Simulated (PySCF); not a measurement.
SMILES F[Si](F)(F)[SiH2]O[SiH3], singlet at its GFN2-xTB optimised geometry (Å):

```
12

F      1.6495     1.1373    -2.2661
Si     1.5380     0.8862    -0.6944
F      0.7857     2.2161    -0.2350
F      3.0307     1.1840    -0.2173
Si     0.7833    -1.1409     0.0000
O     -0.8278    -1.1409     0.0000
Si    -2.4115    -0.7476     0.0000
H      1.1856    -2.2161    -0.9123
H      1.2063    -1.4357     1.3733
H     -2.5133     0.6279    -0.4807
H     -2.8498    -0.8932     1.3856
H     -3.0307    -1.7128    -0.9035
```

Computed with PBE0/def2-TZVP (PySCF). Cells within 0.4 Å of a nucleus heavier than hydrogen are left out (blank, or x).

Map of the electrostatic potential (hartree/e), clipped to [-0.08, 0.12] on the plane z = 0.0 Å:

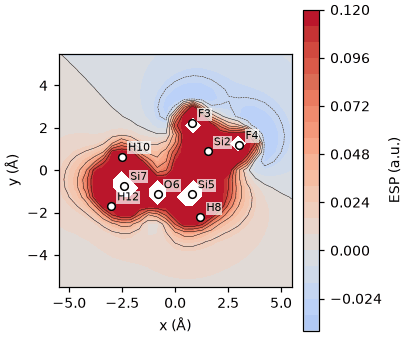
Fig. 1. Electrostatic potential (hartree/e), clipped to [-0.08, 0.12] on the plane z = 0.0 Å.
